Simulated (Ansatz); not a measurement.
Fields on a plane of As (A7 type, space group R-3m)

```
As
1.0
    1.89202     1.09236     3.36884
   -1.89202     1.09236     3.36884
    0.00000    -2.18472     3.36884
As
2
Cartesian
  0.00000   0.00000   2.32766
  0.00000   0.00000   7.77885
```

The slice is a (1 -1 0 2) plane (indices of the conventional cell) through the point (0.770, 0.770, 0.770) (fractional), spanned by u = [1 0 -1] and v = [010] in vectors of this cell: u (3.78 Å) and v (4.02 Å, at 90° to u). It covers one period; positions are fractions (u, v).

Atoms on it: As at (0.50, 0.42), 0.2 Å off the plane; As at (0.00, 0.00). Other atoms lie within 1 Å of the plane.

The numbers are results of PBE-D3(BJ) (plane waves to 420 eV, PAW, scalar-relativistic; Ansatz, an electronic-structure program), not measurements. k mesh 11×11×11. Near the nuclei the fields are pseudised (PAW); where an atom keeps semicore shells as valence, they peak there. As was relaxed with its symmetry unable to fall. The PAW data are Ansatz's earlier set.

```
|xxxxxxx -*%@@@@@%*- xxxxxx|
|xxxxxxx =*%@@@@@%*= xxxxxx|
|xxxxxxx +#%@@@@@%#+ xxxxxx|
|xxxxxx -*#%@@@@@%#*- xxxxx|
|xxxxx .+*%%@@@@@%%*+. xxxx|
|xxxx .=*#%%%%%%%%%#*=. xxx|
|    -+*#############*+-   |
|--=+**###**+++++**###**+=-|
|***####**+-.   .-+**####**|
|%%%%%#*+-  xxxxx  -+*#%%%%|
|@@@%%#+- xxxxxxxxx -+#%%@@|
|@@@@%*= xxxxxxxxxxx =*%@@@|
|@@@%#+: xxxxxxxxxxx :+#%@@|
|@@@%#+ xxxxxxxxxxxxx +#%@@|
|@@@%*= xxxxxxxxxxxxx =*%@@|
|@@%%*- xxxxxxxxxxxxx -*%%@|
|%%%#*- xxxxxxxxxxxxx -*#%%|
|###*+- xxxxxxxxxxxxx -+*##|
|+++++- xxxxxxxxxxxxx -++++|
|.:--=-. xxxxxxxxxxx .-=--:|
|    .::  xxxxxxxxx  ::.   |
|xxxx  ::  xxxxxxx  ::  xxx|
|xxxxx  ::   xxx   ::  xxxx|
|xxxxxx .---:. .:---. xxxxx|
|xxxxxxx -=+++++++=- xxxxxx|
|xxxxxxx -+*#####*+- xxxxxx|
|xxxxxxx -+#%%%%%#+- xxxxxx|
|xxxxxxx :*#%@@@%#*: xxxxxx|
```
Scale: ten equal steps from -3.00 (start of ' ') to 5.19 (end of '@'), in the order ' .:-=+*#%@'. Values: electrostatic potential energy of an electron, from the cell's mean, in eV. The map has 26 points along u (one character each, u = 0 at the left) and 28 along v (v = 0 in the bottom row). Points within 1 Å of a nucleus are blanked (x), as the pseudised field means little there. Values under -3 eV are set to -3. The zero, the cell's mean, hangs on the PAW cores.

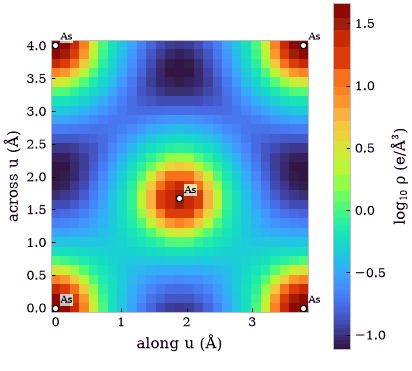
Fig. 1. Log₁₀ of the valence density in e/Å³, one period of the plane, atoms marked. The scale is logarithmic, as a density can span decades between atoms and voids.
